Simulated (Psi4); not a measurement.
# CH2P2 (SMILES P#CP) at revPBE/def2-TZVP

Aim: the vertical singlet–triplet gap of CH2P2 at revPBE/def2-TZVP, from 2 runs. 

Program for the calculation: Psi4 1.11.

### 1 Starting point

CH2P2: 5 atoms, total charge 0, spin state singlet. SMILES: `P#CP`. The shape is that of a GFN2-xTB optimisation.

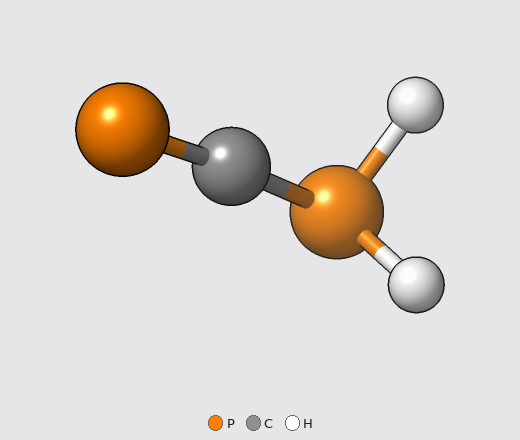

The structure, seen from a chosen angle (phosphorus orange, carbon grey, hydrogen white).

### 2 Energy and gradient at revPBE/def2-TZVP

ch2p2.xyz reads:

```xyz
5
CH2P2
P     -0.184270    -1.526160     1.855470
C     -0.179400    -0.463280     0.711510
P     -0.345190     0.838030    -0.445400
H     -0.313860     0.025160    -1.585910
H      1.022730     1.126250    -0.535670
```

calc.py reads:

```python
import psi4

psi4.set_memory(1600000000)
psi4.set_num_threads(1)
psi4.set_output_file('ch2p2.out', False)

with open('ch2p2.xyz') as f:
    atoms = ''.join(f.readlines()[2:])
m = psi4.geometry('0 1\n' + atoms + 'symmetry c1')

options = {'basis': 'def2-TZVP', 'puream': True, 'e_convergence': 1e-09, 'd_convergence': 1e-08, 'scf_type': 'pk', 'dft_radial_points': 99, 'dft_spherical_points': 590}
psi4.set_options(options)

result, w = psi4.gradient('revpbe', molecule=m, return_wfn=True)
psi4.oeprop(w, 'WIBERG_LOWDIN_INDICES', 'LOWDIN_CHARGES', 'DIPOLE')
print('gradient / Eh bohr^-1')
print(result.np.round(6))
print(f'energy = {w.energy():.10f} Eh')
```

The run is started by

```console
$ python calc.py
```

ch2p2.out, cut to the lines that bear on the results:

```text
[...]
  Running in c1 symmetry.
[...]
  Nuclear repulsion =  112.277776165079032
[...]
  Multiplicity = 1
[...]
  Nalpha       = 19
  Nbeta        = 19
[...]
    Number of basis functions: 117
[...]
   @RKS iter   1:  -721.30013880502509    2.20985e-01   9.06370e-03 ADIIS/DIIS
[...]
   @RKS iter  14:  -721.85320460589412   -3.29692e-12   2.58552e-09 DIIS
[...]
    Orbital Energies [Eh]
    ---------------------
    Doubly Occupied:
       1A    -76.332734     2A    -76.313164     3A     -9.929951
       4A     -6.326308     5A     -6.306944     6A     -4.537582
       7A     -4.536853     8A     -4.532527     9A     -4.518574
      10A     -4.517088    11A     -4.513713    12A     -0.672797
      13A     -0.589784    14A     -0.425212    15A     -0.372042
      16A     -0.319116    17A     -0.287461    18A     -0.249905
      19A     -0.224610
[...]
  @RKS Final Energy:  -721.85320460589412
   => Energetics <=
    Nuclear Repulsion Energy =            112.2777761650790325
    One-Electron Energy =               -1219.8100698372277293
    Two-Electron Energy =                 438.1439385143582967
    DFT Exchange-Correlation Energy =     -52.4648494481038199
    Empirical Dispersion Energy =           0.0000000000000000
    VV10 Nonlocal Energy =                  0.0000000000000000
    Total Energy =                       -721.8532046058941205
[...]
  -Total Gradient:
     Atom            X                  Y                   Z
    ------   -----------------  -----------------  -----------------
       1       -0.000171501480     0.003214320568    -0.002954540478
       2        0.001117412190     0.005871367238    -0.007992719732
       3        0.010412154384    -0.009724123222    -0.002868091103
       4        0.001542616391     0.006277322541     0.012564180038
       5       -0.012902683926    -0.005637011620     0.001252192709
[...]
 Multipole Moments:
 ------------------------------------------------------------------------------------
     Multipole            Electronic (a.u.)      Nuclear  (a.u.)        Total (a.u.)
 ------------------------------------------------------------------------------------
 L = 1.  Multiply by 2.5417464519 to convert [e a0] to [Debye]
 Dipole X            :         -1.0017287            1.1598559            0.1581272
 Dipole Y            :         -1.6197286            1.7243187            0.1045901
 Dipole Z            :          3.0010867           -3.3092193           -0.3081326
 Magnitude           :                                                    0.3617859
[...]
```

On the terminal:

```text
Memory set to   1.490 GiB by Python driver.
  Threads set to 1 by Python driver.
gradient / Eh bohr^-1
[[-0.000172  0.003214 -0.002955]
 [ 0.001117  0.005871 -0.007993]
 [ 0.010412 -0.009724 -0.002868]
 [ 0.001543  0.006277  0.012564]
 [-0.012903 -0.005637  0.001252]]
energy = -721.8532046059 Eh
```

Run time: 47 s. Hardware: 1 thread of Intel Xeon Platinum 8259CL at 2.50GHz (Skylake/Cascade Lake), shared host; peak memory 0.7 GiB.

### 3 The triplet: the energy at U-revPBE/def2-TZVP

job.inp reads:

```
memory 1.6 GB

molecule {
  0 3
  P     -0.184270    -1.526160     1.855470
  C     -0.179400    -0.463280     0.711510
  P     -0.345190     0.838030    -0.445400
  H     -0.313860     0.025160    -1.585910
  H      1.022730     1.126250    -0.535670
  symmetry c1
}

set basis def2-TZVP
set reference uks
set puream true
set e_convergence 1e-09
set d_convergence 1e-08
set scf_type pk
set dft_radial_points 99
set dft_spherical_points 590
set maxiter 200

energy("revpbe")
print_variables()
```

The run is started by

```console
$ psi4 job.inp job.out -n 1
```

job.out, cut to the lines that bear on the results:

```text
[...]
  Running in c1 symmetry.
[...]
  Nuclear repulsion =  112.277776165079032
[...]
  Multiplicity = 3
[...]
  Nalpha       = 20
  Nbeta        = 18
[...]
    Number of basis functions: 117
[...]
   @UKS iter   1:  -721.15023809302568    3.70885e-01   9.18669e-03 ADIIS/DIIS
[...]
   @UKS iter  25:  -721.73147352170304    5.11591e-12   1.97916e-09 DIIS
[...]
   @S^2 Observed:                2.009650921E+00
[...]
    Orbital Energies [Eh]
    ---------------------
    Alpha Occupied:
       1A    -76.334713     2A    -76.322088     3A     -9.940457
       4A     -6.327571     5A     -6.315603     6A     -4.538712
       7A     -4.538211     8A     -4.533856     9A     -4.530018
      10A     -4.525119    11A     -4.522312    12A     -0.700167
      13A     -0.608029    14A     -0.436766    15A     -0.383587
      16A     -0.330114    17A     -0.298741    18A     -0.296044
      19A     -0.235864    20A     -0.131486
    Alpha Virtual:
      21A     -0.092963    22A     -0.013910    23A     -0.004498
      24A      0.014708    25A      0.068733    26A      0.116113
[...]
  @UKS Final Energy:  -721.73147352170304
   => Energetics <=
    Nuclear Repulsion Energy =            112.2777761650790325
    One-Electron Energy =               -1219.4259062732971870
    Two-Electron Energy =                 437.9267905968501964
    DFT Exchange-Correlation Energy =     -52.5101340103352001
    Empirical Dispersion Energy =           0.0000000000000000
    VV10 Nonlocal Energy =                  0.0000000000000000
    Total Energy =                       -721.7314735217030375
[...]
 Multipole Moments:
 ------------------------------------------------------------------------------------
     Multipole            Electronic (a.u.)      Nuclear  (a.u.)        Total (a.u.)
 ------------------------------------------------------------------------------------
 L = 1.  Multiply by 2.5417464519 to convert [e a0] to [Debye]
 Dipole X            :         -1.0073284            1.1598559            0.1525275
 Dipole Y            :         -1.4649780            1.7243187            0.2593407
 Dipole Z            :          2.8378027           -3.3092193           -0.4714166
 Magnitude           :                                                    0.5592458
[...]
```

It took 63 s on 1 thread of Intel Xeon Platinum 8259CL at 2.50GHz (Skylake/Cascade Lake), shared host; peak memory 0.7 GiB.

### 4 Outcome

Level: revPBE/def2-TZVP.

| quantity | value |
| --- | --- |
| singlet: total energy | -721.85320 Eh |
| singlet: dipole moment | 0.92 D |
| singlet: HOMO energy | -6.11 eV |
| singlet: LUMO energy | -2.61 eV |
| singlet: HOMO–LUMO gap | 3.51 eV |
| singlet: largest force on an atom | 0.747 eV/Å |
| triplet: total energy | -721.73147 Eh |
| triplet: dipole moment | 1.42 D |
| triplet: HOMO energy (highest over α and β) | -3.58 eV |
| triplet: ⟨S²⟩ | 2.010 |
| vertical energy of the triplet above the singlet | 3.312 eV |

What this shows: At this shape the triplet lies 3.31 eV (320 kJ/mol) above the singlet. The largest force (singlet) is 0.75 eV/Å: the shape isn't a stationary point for this species at this level.
